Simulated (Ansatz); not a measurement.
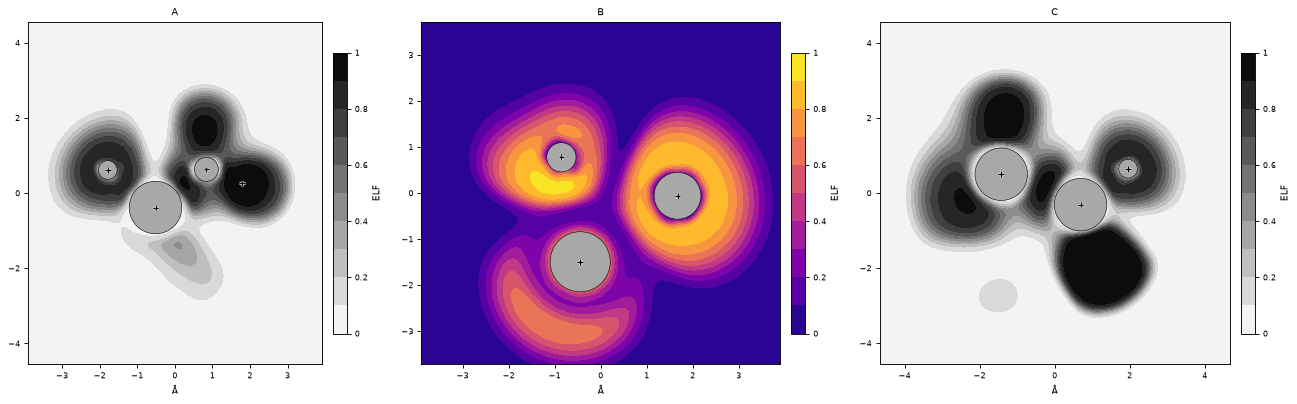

The electron localisation function of 3 systems, each on a plane through atoms (crosses mark nuclei in the plane; grey discs cover the cores).

The calculation used isolated molecule in a Gaussian basis; Kohn-Sham density functional theory, functional PBE0 in Ansatz.

System 1: F₂H₄N₂Si, the plane of atoms Si5, N3 and H7. Geometry: PBE0-D3(BJ)/def2-SVP.

```xyz
9

F    -1.4224   -0.7569   -3.2848
F    -2.4605   -0.0187   -1.0876
N    -2.2099   -2.6220   -1.3236
N     0.1314   -1.1207   -1.1993
Si   -1.4812   -1.1446   -1.7145
H    -3.2136   -2.6989   -1.2166
H    -1.7733   -3.5044   -1.5567
H     0.8122   -0.5127   -1.6370
H     0.3884   -1.3792   -0.2555
```

System 2: F₂H₃Si₃ (SMILES F/[SiH]=[SiH]\[SiH+]F) (charge +1), the plane of atoms F2, Si5 and Si4. Geometry: B3LYP/6-31G*.

```xyz
8

F     2.5309   -0.0095    2.0400
F    -2.2319    0.1102    0.9880
Si    2.1757   -0.0419    0.4875
Si    0.5282   -1.4293   -0.2155
Si   -0.7721   -0.4081    1.3305
H     3.2118    0.6804   -0.2855
H     0.1269   -0.7804   -1.5000
H    -0.5423   -0.3783    2.7920
```

System 3: ClH₂NSn (SMILES [NH2][Sn][Cl]) (triplet), the plane of atoms Cl1, Sn3 and N2. Geometry: B3LYP-D3(BJ)/def2-SVP; core potentials replace the inner electrons of Sn.

```csv
atom,x (Å),y (Å),z (Å)
Cl,0.7789,-1.5655,2.9446
N,0.3862,0.6623,1.5499
Sn,-1.3576,-0.8344,1.7484
H,1.2108,0.4292,0.9854
H,0.7042,1.2021,2.3625
```

Match each panel to its system.

Answer. Panel A is system 1, F₂H₄N₂Si: the plane holds F, N, Si and H. Si–F (1.62 Å): the ELF peaks at about 0.85 in the valence shell of F, 0.6 Å from its nucleus, and is about 0.55 at the midpoint. Panel B is system 3, ClH₂NSn: the plane holds Cl, N and Sn. Sn–N (2.31 Å): the ELF peaks at about 0.95 in the valence shell of N, 0.6 Å from its nucleus, and drops to about 0.15 between the two atoms. Panel C is system 2, F₂H₃Si₃: the plane holds F and Si. Si–F (1.59 Å): the ELF peaks at about 0.85 in the valence shell of F, 0.6 Å from its nucleus, and is about 0.50 at the midpoint.
